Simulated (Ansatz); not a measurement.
# Nudged elastic band, with input and output: CH₉BN₂Si (part 1 of 2)

CH₉BN₂Si, SMILES BN[SiH2]NC, computed with RKS PBE/cc-pVDZ (Ansatz 0.2.0).

It belongs to a series of runs on one base structure; here: band between the two ends.

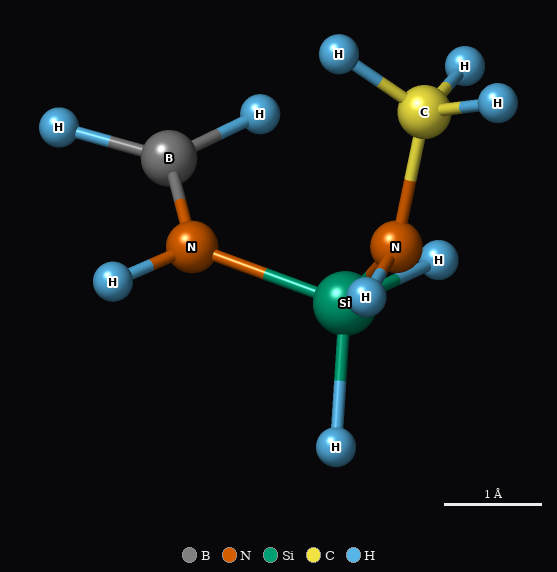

*The starting structure (ball-and-stick view, seen at a tilt).*

Bond lengths as drawn: B–H 1.22 Å, B–N 1.41 Å, C–H 1.11 to 1.12 Å, C–N 1.46 Å, H–N 1.02 to 1.03 Å, H–Si 1.50 to 1.51 Å and N–Si 1.75 to 1.80 Å.

**Input**
```yaml
crystal:
  periodic: [false, false, false]
  atoms:
    - { symbol: B, position_ang: [-0.619405, 1.710098, 1.700625] }
    - { symbol: "N", position_ang: [-1.176403, 0.752747, 0.829419] }
    - { symbol: Si, position_ang: [-0.665397, 0.379532, -0.85423] }
    - { symbol: "N", position_ang: [0.177878, -1.130347, -1.108934] }
    - { symbol: C, position_ang: [1.480668, -1.442356, -0.53044] }
    - { symbol: H, position_ang: [0.297706, 2.404052, 1.301331] }
    - { symbol: H, position_ang: [-1.061236, 1.828003, 2.829513] }
    - { symbol: H, position_ang: [-1.943847, 0.180925, 1.202306] }
    - { symbol: H, position_ang: [0.245463, 1.515973, -1.221286] }
    - { symbol: H, position_ang: [-1.910125, 0.274538, -1.698047] }
    - { symbol: H, position_ang: [-0.401403, -1.957896, -1.277406] }
    - { symbol: H, position_ang: [2.086696, -0.515122, -0.465492] }
    - { symbol: H, position_ang: [1.434911, -1.876486, 0.496051] }
    - { symbol: H, position_ang: [2.041593, -2.15296, -1.174808] }
basis:
  gaussian: { orbitals: cc-pVDZ }
hamiltonian:
  xc: pbe
neb:
  order_check: false
  images: 7
  f_tol: 0.05
  max_iterations: 60
  final_atoms:
    - { symbol: B, position_ang: [-1.19903334, 1.98000492, 1.76803433] }
    - { symbol: "N", position_ang: [-1.189998, 0.83924052, 0.94022867] }
    - { symbol: Si, position_ang: [-0.12980345, 0.50963296, -0.45982728] }
    - { symbol: "N", position_ang: [0.6692834, -1.02376608, -0.17247937] }
    - { symbol: C, position_ang: [1.17935998, -1.89025244, -1.23089691] }
    - { symbol: H, position_ang: [-0.40588104, 2.87608752, 1.54820913] }
    - { symbol: H, position_ang: [-1.99464263, 2.04366108, 2.68773001] }
    - { symbol: H, position_ang: [-1.86301196, 0.09504124, 1.16022694] }
    - { symbol: H, position_ang: [0.71638866, 1.75615148, -0.57853228] }
    - { symbol: H, position_ang: [-0.91786003, 0.28783435, -1.72901172] }
    - { symbol: H, position_ang: [1.21525124, -1.08977781, 0.69313826] }
    - { symbol: H, position_ang: [0.53528526, -1.79267165, -2.12896767] }
    - { symbol: H, position_ang: [2.22457201, -1.66299019, -1.54847255] }
    - { symbol: H, position_ang: [1.14718892, -2.95749489, -0.92077754] }
  initial_path:
    images:
      - { positions_ang: [[-0.619405, 1.710098, 1.700625], [-1.176403, 0.752747, 0.829419], [-0.665397, 0.379532, -0.85423], [0.177878, -1.130347, -1.108934], [1.480668, -1.442356, -0.53044], [0.297706, 2.404052, 1.301331], [-1.061236, 1.828003, 2.829513], [-1.943847, 0.180925, 1.202306], [0.245463, 1.515973, -1.221286], [-1.910125, 0.274538, -1.698047], [-0.401403, -1.957896, -1.277406], [2.086696, -0.515122, -0.465492], [1.434911, -1.876486, 0.496051], [2.041593, -2.15296, -1.174808]] }
      - { positions_ang: [[-0.74131103, 1.74299563, 1.69022199], [-1.10990614, 0.67275865, 0.94149661], [-0.56498936, 0.38023914, -0.74238211], [0.15610169, -1.18443401, -1.04292791], [1.46616015, -1.47846167, -0.69187247], [0.07320695, 2.39722022, 1.62100063], [-1.2628072, 2.00903004, 2.37690299], [-1.90852994, 0.13095149, 1.21763783], [0.44221196, 1.41558475, -1.01373537], [-1.73082515, 0.45612093, -1.59728792], [-0.33995099, -1.93993176, -0.9330052], [1.9939991, -0.63117587, -0.8666803], [1.59080171, -1.72696536, 0.29273004], [1.92293726, -2.2732312, -1.22349682]] }
      - { positions_ang: [[-0.86321705, 1.77589326, 1.67981899], [-1.04340928, 0.59277031, 1.05357422], [-0.46458173, 0.38094628, -0.63053422], [0.13432538, -1.23852101, -0.97692183], [1.45165231, -1.51456734, -0.85330493], [-0.1512921, 2.39038844, 1.94067025], [-1.4643784, 2.19005708, 1.92429298], [-1.87321288, 0.08097798, 1.23296966], [0.63896091, 1.31519651, -0.80618473], [-1.5515253, 0.63770387, -1.49652884], [-0.27849899, -1.92196752, -0.5886044], [1.90130219, -0.74722973, -1.2678686], [1.74669241, -1.57744472, 0.08940907], [1.80428153, -2.39350239, -1.27218564]] }
      - { positions_ang: [[-0.98512308, 1.80879089, 1.66941598], [-0.97691242, 0.51278196, 1.16565183], [-0.36417409, 0.38165342, -0.51868633], [0.11254906, -1.29260802, -0.91091574], [1.43714446, -1.55067302, -1.0147374], [-0.37579115, 2.38355665, 2.26033988], [-1.6659496, 2.37108413, 1.47168297], [-1.83789582, 0.03100446, 1.2483015], [0.83570987, 1.21480826, -0.5986341], [-1.37222545, 0.8192868, -1.39576976], [-0.21704698, -1.90400328, -0.24420359], [1.80860529, -0.8632836, -1.6690569], [1.90258312, -1.42792408, -0.11391189], [1.68562579, -2.51377359, -1.32087446]] }
      - { positions_ang: [[-1.1070291, 1.84168853, 1.65901298], [-0.91041556, 0.43279362, 1.27772943], [-0.26376646, 0.38236056, -0.40683843], [0.09077275, -1.34669502, -0.84490965], [1.42263662, -1.58677869, -1.17616986], [-0.6002902, 2.37672487, 2.58000951], [-1.8675208, 2.55211117, 1.01907296], [-1.80257876, -0.01896905, 1.26363333], [1.03245882, 1.11442001, -0.39108346], [-1.1929256, 1.00086974, -1.29501068], [-0.15559498, -1.88603903, 0.10019721], [1.71590838, -0.97933747, -2.0702452], [2.05847382, -1.27840344, -0.31723285], [1.56697006, -2.63404478, -1.36956327]] }
      - { positions_ang: [[-1.13003016, 1.87626762, 1.68626831], [-0.98031117, 0.53440534, 1.19335424], [-0.23027571, 0.41417866, -0.42008564], [0.23540041, -1.26596279, -0.67680208], [1.36181746, -1.66264713, -1.18985163], [-0.55168791, 2.50156553, 2.32205941], [-1.89930126, 2.42499865, 1.43623722], [-1.81768706, 0.00953352, 1.23778173], [0.95344128, 1.27485288, -0.43794567], [-1.12415921, 0.82261089, -1.40351094], [0.18711658, -1.68697373, 0.24843247], [1.4207526, -1.18267101, -2.08492582], [2.09999837, -1.37455013, -0.62504278], [1.46202477, -2.71490731, -1.25736684]] }
      - { positions_ang: [[-1.15303122, 1.91084672, 1.71352365], [-1.05020678, 0.63601707, 1.10897905], [-0.19678496, 0.44599676, -0.43333285], [0.38002807, -1.18523055, -0.50869451], [1.3009983, -1.73851557, -1.20353339], [-0.50308562, 2.6264062, 2.06410932], [-1.93108172, 2.29788612, 1.85340149], [-1.83279536, 0.03803609, 1.21193013], [0.87442374, 1.43528574, -0.48480787], [-1.05539281, 0.64435204, -1.5120112], [0.52982813, -1.48790842, 0.39666773], [1.12559682, -1.38600456, -2.09960644], [2.14152292, -1.47069682, -0.9328527], [1.35707949, -2.79576983, -1.14517041]] }
      - { positions_ang: [[-1.17603228, 1.94542582, 1.74077899], [-1.12010239, 0.73762879, 1.02460386], [-0.1632942, 0.47781486, -0.44658007], [0.52465574, -1.10449832, -0.34058694], [1.24017914, -1.814384, -1.21721515], [-0.45448333, 2.75124686, 1.80615922], [-1.96286218, 2.1707736, 2.27056575], [-1.84790366, 0.06653866, 1.18607853], [0.7954062, 1.59571861, -0.53167008], [-0.98662642, 0.46609319, -1.62051146], [0.87253968, -1.28884312, 0.54490299], [0.83044104, -1.5893381, -2.11428705], [2.18304746, -1.5668435, -1.24066262], [1.2521342, -2.87663236, -1.03297398]] }
      - { positions_ang: [[-1.19903334, 1.98000492, 1.76803433], [-1.189998, 0.83924052, 0.94022867], [-0.12980345, 0.50963296, -0.45982728], [0.6692834, -1.02376608, -0.17247937], [1.17935998, -1.89025244, -1.23089691], [-0.40588104, 2.87608752, 1.54820913], [-1.99464263, 2.04366108, 2.68773001], [-1.86301196, 0.09504124, 1.16022694], [0.71638866, 1.75615148, -0.57853228], [-0.91786003, 0.28783435, -1.72901172], [1.21525124, -1.08977781, 0.69313826], [0.53528526, -1.79267165, -2.12896767], [2.22457201, -1.66299019, -1.54847255], [1.14718892, -2.95749489, -0.92077754]] }
```

Launch command:
```bash
ansatz run input.yaml --threads 2 --pin off --max-ram 3072MiB --backend cpu --events-out ev --progress --plain --runs-dir out
```

**The program's output**
```
Engine: ansatz 0.2.0, aarch64-unknown-linux-gnu
Functional definition: PBE
  parameter kappa = 0.804
  parameter beta = 0.06672455060314922
  exchange = pbe_x(kappa = kappa, mu = beta*pi^2/3)
  correlation = pbe_c(beta = beta)
1490 factors; their error is unknown
mean field evaluation 1: about -12694.6857 eV, gradient 7.9e1 eV
mean field evaluation 2: about -12648.8552 eV, gradient 1.5e2 eV
mean field evaluation 4: about -12708.3205 eV, gradient 1.1e1 eV
mean field evaluation 8: about -12708.6053 eV, gradient 3.7e-1 eV
mean field evaluation 16: about -12708.5557 eV, gradient 5.8e-4 eV
mean field -12708.55565497 eV, -467.0308061518 hartree, gradient 4.7e-5 eV, S^2 0.000000; 0 other end points of the search recorded, 0 dependent functions left out
the calculation of the forces begins
reference -12708.55569758 eV, -467.0308077174 hartree; 24, 24 occupied and 95, 95 virtual orbitals, 1490 factors
1490 factors; their error is unknown
mean field evaluation 32: about -12708.5272 eV, gradient 9.0e-3 eV
mean field -12708.52717781 eV, -467.0297596353 hartree, gradient 2.5e-5 eV, S^2 0.000000; 0 other end points of the search recorded, 0 dependent functions left out
[... from here on the field's lines of each further geometry are left out, up to the last ...]
NEB iter   1: max|band force component| = 2.900e1 eV/Å  barrier→ = 9.4550 eV  barrier← = 9.4265 eV  Δτ_max = 0.1988 Å  (259 SCF iters)
NEB iter   2: max|band force component| = 5.355e0 eV/Å  barrier→ = 1.9872 eV  barrier← = 1.9588 eV  Δτ_max = 0.1950 Å  (217 SCF iters)
NEB iter   3: max|band force component| = 3.278e0 eV/Å  barrier→ = 1.3031 eV  barrier← = 1.2746 eV  Δτ_max = 0.1947 Å  (209 SCF iters)
NEB iter   4: max|band force component| = 1.610e0 eV/Å  barrier→ = 1.2691 eV  barrier← = 1.2407 eV  Δτ_max = 0.1960 Å  (208 SCF iters)
NEB iter   5: max|band force component| = 1.357e0 eV/Å  barrier→ = 0.9999 eV  barrier← = 0.9714 eV  Δτ_max = 0.1979 Å  (201 SCF iters)
NEB iter   6: max|band force component| = 5.569e-1 eV/Å  barrier→ = 0.7769 eV  barrier← = 0.7484 eV  Δτ_max = 0.1987 Å  (206 SCF iters)
NEB iter   7: max|band force component| = 6.116e-1 eV/Å  barrier→ = 0.5747 eV  barrier← = 0.5462 eV  Δτ_max = 0.1005 Å  (203 SCF iters)
NEB iter   8: max|band force component| = 5.153e-1 eV/Å  barrier→ = 0.4745 eV  barrier← = 0.4460 eV  Δτ_max = 0.1008 Å  (208 SCF iters)
NEB iter   9: max|band force component| = 4.283e-1 eV/Å  barrier→ = 0.3862 eV  barrier← = 0.3577 eV  CI = image 4  Δτ_max = 0.1994 Å  (207 SCF iters)
NEB iter  10: max|band force component| = 2.934e-1 eV/Å  barrier→ = 0.2680 eV  barrier← = 0.2395 eV  CI = image 4  Δτ_max = 0.1998 Å  (211 SCF iters)
NEB iter  11: max|band force component| = 3.442e-1 eV/Å  barrier→ = 0.1906 eV  barrier← = 0.1621 eV  CI = image 4  Δτ_max = 0.2000 Å  (203 SCF iters)
NEB iter  12: max|band force component| = 7.175e-1 eV/Å  barrier→ = 0.1729 eV  barrier← = 0.1445 eV  CI = image 3  Δτ_max = 0.1004 Å  (210 SCF iters)
NEB iter  13: max|band force component| = 5.920e-1 eV/Å  barrier→ = 0.1488 eV  barrier← = 0.1204 eV  CI = image 5  Δτ_max = 0.1002 Å  (205 SCF iters)
NEB iter  14: max|band force component| = 3.715e-1 eV/Å  barrier→ = 0.1363 eV  barrier← = 0.1078 eV  CI = image 5  Δτ_max = 0.1304 Å  (205 SCF iters)
NEB iter  15: max|band force component| = 1.522e-1 eV/Å  barrier→ = 0.1281 eV  barrier← = 0.0996 eV  CI = image 5  Δτ_max = 0.0707 Å  (208 SCF iters)
NEB iter  16: max|band force component| = 9.753e-2 eV/Å  barrier→ = 0.1269 eV  barrier← = 0.0985 eV  CI = image 5  Δτ_max = 0.0641 Å  (212 SCF iters)
NEB iter  17: max|band force component| = 6.200e-2 eV/Å  barrier→ = 0.1257 eV  barrier← = 0.0973 eV  CI = image 5  Δτ_max = 0.1183 Å  (206 SCF iters)
NEB iter  18: max|band force component| = 6.898e-2 eV/Å  barrier→ = 0.1246 eV  barrier← = 0.0962 eV  CI = image 5  Δτ_max = 0.0595 Å  (210 SCF iters)
NEB iter  19: max|band force component| = 5.743e-1 eV/Å  barrier→ = 0.1248 eV  barrier← = 0.0963 eV  CI = image 5  Δτ_max = 0.0296 Å  (211 SCF iters)
NEB iter  20: max|band force component| = 2.631e-1 eV/Å  barrier→ = 0.1241 eV  barrier← = 0.0956 eV  CI = image 5  Δτ_max = 0.0593 Å  (212 SCF iters)
NEB iter  21: max|band force component| = 1.404e-1 eV/Å  barrier→ = 0.1237 eV  barrier← = 0.0952 eV  CI = image 5  Δτ_max = 0.0592 Å  (215 SCF iters)
NEB iter  22: max|band force component| = 6.572e-2 eV/Å  barrier→ = 0.1235 eV  barrier← = 0.0951 eV  CI = image 5  Δτ_max = 0.0981 Å  (208 SCF iters)
NEB iter  23: max|band force component| = 9.989e-2 eV/Å  barrier→ = 0.1234 eV  barrier← = 0.0949 eV  CI = image 5  Δτ_max = 0.0491 Å  (198 SCF iters)
NEB iter  24: max|band force component| = 8.042e-2 eV/Å  barrier→ = 0.1233 eV  barrier← = 0.0949 eV  CI = image 5  Δτ_max = 0.0491 Å  (201 SCF iters)
NEB iter  25: max|band force component| = 5.252e-2 eV/Å  barrier→ = 0.1233 eV  barrier← = 0.0948 eV  CI = image 5  Δτ_max = 0.0491 Å  (190 SCF iters)
NEB iter  26: max|band force component| = 2.972e-2 eV/Å  barrier→ = 0.1233 eV  barrier← = 0.0948 eV  CI = image 5  Δτ_max = 0.0041 Å  (184 SCF iters)
the calculation of the forces begins
reference -12708.51517832 eV, -467.0293186623 hartree; 24, 24 occupied and 95, 95 virtual orbitals, 1490 factors
1490 factors; their error is unknown
mean field evaluation 1536: about -12708.4324 eV, gradient 3.7e-5 eV
mean field -12708.43237923 eV, -467.0262758519 hartree, gradient 1.3e-5 eV, S^2 0.000000; 1 other end points of the search recorded, 0 dependent functions left out
the calculation of the forces begins
reference -12708.43242371 eV, -467.0262774865 hartree; 24, 24 occupied and 95, 95 virtual orbitals, 1490 factors
NEB iter  27: max|band force component| = 2.972e-2 eV/Å  barrier→ = 0.1233 eV  barrier← = 0.0948 eV  CI = image 5  Δτ_max = 0.0000 Å  (228 SCF iters)
```
